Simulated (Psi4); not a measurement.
**BH2F (SMILES BF) at UBHandH/DZVP**

What is the energy change on altering one bond length of BH2F at UBHandH/DZVP? 

The results are computed with Psi4 1.11.

3 further runs of the same task are left out: 1 that didn't finish, 2 set aside as unsound or not needed.

### 1 Starting point

The species is BH2F (4 atoms), meant as a singlet with charge 0. SMILES: `BF`. The coordinates come from a PBE0-D4/def2-TZVP relaxation.

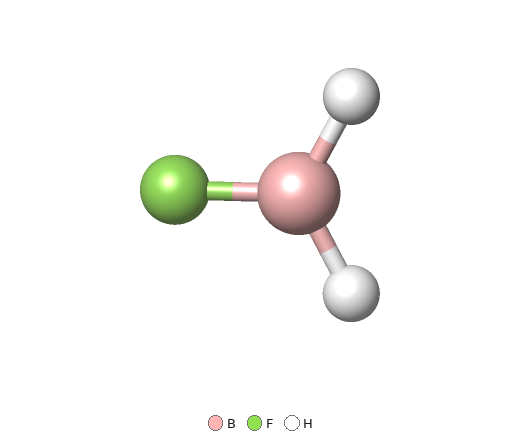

The structure, seen from a chosen angle (boron pink, fluorine green, hydrogen white).

### 2 Energy and one-electron properties at UBHandH/DZVP

input.json reads:

```json
{
 "schema_name": "qcschema_input",
 "schema_version": 1,
 "molecule": {
  "schema_name": "qcschema_molecule",
  "schema_version": 2,
  "symbols": ["B", "F", "H", "H"],
  "geometry": [-0.05158952, -0.0075589, -0.05820356, 2.00537736, -0.56068174, 1.22813301, -1.9133477, -1.22662123, 0.351867, 0.06462863, 1.68110036, -1.56015789],
  "molecular_charge": 0,
  "molecular_multiplicity": 1,
  "fix_com": true,
  "fix_orientation": true
 },
 "driver": "energy",
 "model": {
  "method": "bhandh",
  "basis": "DZVP"
 },
 "keywords": {
  "reference": "uks",
  "scf_type": "pk",
  "scf_properties": ["ESP_AT_NUCLEI", "MAYER_INDICES", "NO_OCCUPATIONS"]
 }
}
```

Launch:

```sh
$ psi4 --qcschema input.json -n 1 --memory 1600MB
```

stdout:

```text
[...]
  Running in c1 symmetry.
[...]
  Nuclear repulsion =   27.175758523276198
[...]
  Multiplicity = 1
[...]
  Nalpha       = 8
  Nbeta        = 8
[...]
    Number of basis functions: 32
[...]
   @UKS iter   1:  -125.14309623011640   -5.98022e-01   8.31019e-03 ADIIS/DIIS
[...]
   @UKS iter   7:  -125.17084171168162   -7.62014e-10   1.73338e-07 DIIS
[...]
   @S^2 Observed:                2.220446049E-14
[...]
    Orbital Energies [Eh]
    ---------------------
    Alpha Occupied:
       1A    -25.197652     2A     -7.089516     3A     -1.375622
       4A     -0.663341     5A     -0.575259     6A     -0.553384
       7A     -0.521638     8A     -0.390452
    Alpha Virtual:
       9A     -0.004852    10A      0.108551    11A      0.150651
      12A      0.210250    13A      0.244018    14A      0.290877
      15A      0.369755    16A      0.492489    17A      0.776598
      18A      0.833361    19A      0.841658    20A      0.844467
      21A      0.856943    22A      0.937960    23A      1.005833
      24A      1.276928    25A      1.555695    26A      1.639407
[...]
  @UKS Final Energy:  -125.17084171168162
   => Energetics <=
    Nuclear Repulsion Energy =             27.1757585232761976
    One-Electron Energy =                -227.1612757251846233
    Two-Electron Energy =                  81.9569344515584390
    DFT Exchange-Correlation Energy =      -7.1422589613316187
    Empirical Dispersion Energy =           0.0000000000000000
    VV10 Nonlocal Energy =                  0.0000000000000000
    Total Energy =                       -125.1708417116816179
[...]
 Multipole Moments:
 ------------------------------------------------------------------------------------
     Multipole            Electronic (a.u.)      Nuclear  (a.u.)        Total (a.u.)
 ------------------------------------------------------------------------------------
 L = 1.  Multiply by 2.5417464519 to convert [e a0] to [Debye]
 Dipole X            :        -16.2538034           15.9417296           -0.3120738
 Dipole Y            :          4.7133064           -4.6294510            0.0838553
 Dipole Z            :         -9.7489738            9.5538884           -0.1950854
 Magnitude           :                                                    0.3774654
[...]
```

The result, in JSON:

```text
{
 "driver": "energy",
 "model": {
  "method": "bhandh",
  "basis": "DZVP"
 },
 "success": true,
 "return_result": -125.17084171168162,
 "properties": {
  "calcinfo_nbasis": 32,
  "calcinfo_nmo": 32,
  "calcinfo_nalpha": 8,
  "calcinfo_nbeta": 8,
  "calcinfo_natom": 4,
  "nuclear_repulsion_energy": 27.175758523276198,
  "return_energy": -125.17084171168162,
  "scf_one_electron_energy": -227.16127572518462,
  "scf_two_electron_energy": 81.95693445155844,
  "scf_xc_energy": -7.142258961331619,
  "scf_dipole_moment": [-0.31207384385586145, 0.08385533103909815, -0.19508542901628978],
  "scf_total_energy": -125.17084171168162,
  "scf_iterations": 7
 }
}
```

Wall time 1.8 s (1 thread of INTEL XEON PLATINUM 8581C at 2.30GHz (Emerald Rapids), shared host); peak memory 0.28 GiB.

### 3 The distorted shape at the same level

bfh2.inp reads:

```
memory 1.6 GB

molecule {
  0 1
  B     -0.22592054    -2.54061205     2.19478461
  F      1.83104635    -3.09373489     3.48112119
  H     -2.08767872    -3.75967438     2.60485518
  H      0.06462863     1.68110036    -1.56015789
  units bohr
  symmetry c1
  no_reorient
  no_com
}

set globals {
  reference uks
  scf_type  pk
  guess_mix true
}

e_tot, wfn = energy("bhandh/DZVP", return_wfn=True)
oeprop(wfn, "ESP_AT_NUCLEI", "MAYER_INDICES", "NO_OCCUPATIONS")
```

Launch:

```sh
$ psi4 -n 1 bfh2.inp bfh2.out
```

bfh2.out:

```text
[...]
  Running in c1 symmetry.
[...]
  Nuclear repulsion =   24.784421527111324
[...]
  Multiplicity = 1
[...]
  Nalpha       = 8
  Nbeta        = 8
[...]
    Number of basis functions: 32
[...]
   @UKS iter   1:  -124.91927765466573   -5.73650e-01   8.70045e-03 DIIS/ADIIS
[...]
   @UKS iter  10:  -124.99875787293608   -5.15195e-09   4.35549e-07 DIIS
[...]
   @S^2 Observed:                8.703190068E-01
[...]
    Orbital Energies [Eh]
    ---------------------
    Alpha Occupied:
       1A    -25.220771     2A     -7.120367     3A     -1.393233
       4A     -0.672876     5A     -0.575635     6A     -0.572521
       7A     -0.479678     8A     -0.352837
    Alpha Virtual:
       9A     -0.027662    10A     -0.001484    11A      0.112351
      12A      0.175054    13A      0.238371    14A      0.313720
      15A      0.352107    16A      0.496618    17A      0.763915
      18A      0.781808    19A      0.830866    20A      0.857379
      21A      0.861974    22A      0.936863    23A      0.965251
      24A      1.011309    25A      1.356504    26A      1.595679
[...]
  @UKS Final Energy:  -124.99875787293608
   => Energetics <=
    Nuclear Repulsion Energy =             24.7844215271113235
    One-Electron Energy =                -222.0320216674223275
    Two-Electron Energy =                  79.3138860936196295
    DFT Exchange-Correlation Energy =      -7.0650438262447119
    Empirical Dispersion Energy =           0.0000000000000000
    VV10 Nonlocal Energy =                  0.0000000000000000
    Total Energy =                       -124.9987578729360820
[...]
 Multipole Moments:
 ------------------------------------------------------------------------------------
     Multipole            Electronic (a.u.)      Nuclear  (a.u.)        Total (a.u.)
 ------------------------------------------------------------------------------------
 L = 1.  Multiply by 2.5417464519 to convert [e a0] to [Debye]
 Dipole X            :        -13.6189870           13.3267644           -0.2922226
 Dipole Y            :         42.4393763          -42.6252483           -0.1858720
 Dipole Z            :        -43.2893486           43.3487111            0.0593624
 Magnitude           :                                                    0.3513778
[...]
```

Wall time 2 s (1 thread of INTEL XEON PLATINUM 8581C at 2.30GHz (Emerald Rapids), shared host); peak memory 0.28 GiB.

### 4 Results

Level: UBHandH/DZVP.

```
                                                         quantity          value
                                        first shape: total energy  -125.17084 Eh
                                       first shape: dipole moment         0.96 D
                                         first shape: HOMO energy      -10.62 eV
                                         first shape: LUMO energy       -0.13 eV
                                       first shape: HOMO–LUMO gap       10.49 eV
                                    distorted shape: total energy  -124.99876 Eh
                                   distorted shape: dipole moment         0.89 D
                                     distorted shape: HOMO energy       -7.52 eV
                                     distorted shape: LUMO energy       -0.75 eV
                                   distorted shape: HOMO–LUMO gap        6.77 eV
                                            distorted shape: ⟨S²⟩          0.870
energy change with the B1–H4 bond stretched from 1.198 to 2.994 Å       4.683 eV
```

What this shows: With the B1–H4 bond stretched from 1.198 to 2.994 Å the energy rises by 4.68 eV (452 kJ/mol). The first shape isn't relaxed at this level, so the change isn't measured from a minimum. ⟨S²⟩ (distorted shape) is 0.87 where a pure singlet has 0.00: the reference is spin-contaminated.
